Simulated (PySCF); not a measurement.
SMILES C=Cc1ccccc1[Si](Cl)(Cl)Cl (C8H7Cl3Si) at its GFN2-xTB optimised geometry (Å):

```
19

C     -2.8834    -1.9242    -0.6235
C     -1.7300    -1.7431     0.0043
C     -0.9737    -0.4908     0.0000
C     -1.6556     0.7244     0.0062
C     -0.9768     1.9269     0.0108
C      0.4078     1.9329     0.0081
C      1.0976     0.7354     0.0000
C      0.4329    -0.4908     0.0000
Si     1.4384    -2.0946    -0.0612
Cl     1.2625    -3.1508     1.6639
Cl     0.8446    -3.2524    -1.6163
Cl     3.4020    -1.6654    -0.3119
H     -3.3422    -1.1494    -1.2149
H     -3.4020    -2.8665    -0.5876
H     -1.2916    -2.5607     0.5593
H     -2.7349     0.7173     0.0292
H     -1.5252     2.8573     0.0209
H      0.9497     2.8665     0.0142
H      2.1768     0.7515    -0.0059
```

Calculation: PySCF with CAM-B3LYP/def2-SVP. Cells within 0.4 Å of a nucleus heavier than hydrogen are left out (blank, or x).

Map of the Laplacian of the electron density (e/bohr⁵), clipped to [-1.50, 1.50] on the plane z = 0.0 Å:

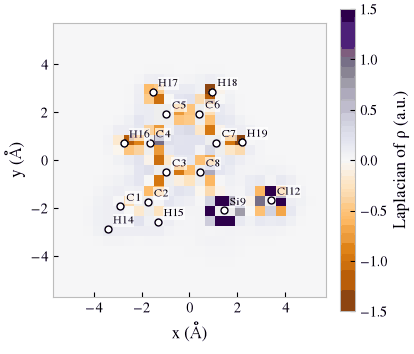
Figure. Laplacian of the electron density (e/bohr⁵), clipped to [-1.50, 1.50] on the plane z = 0.0 Å.
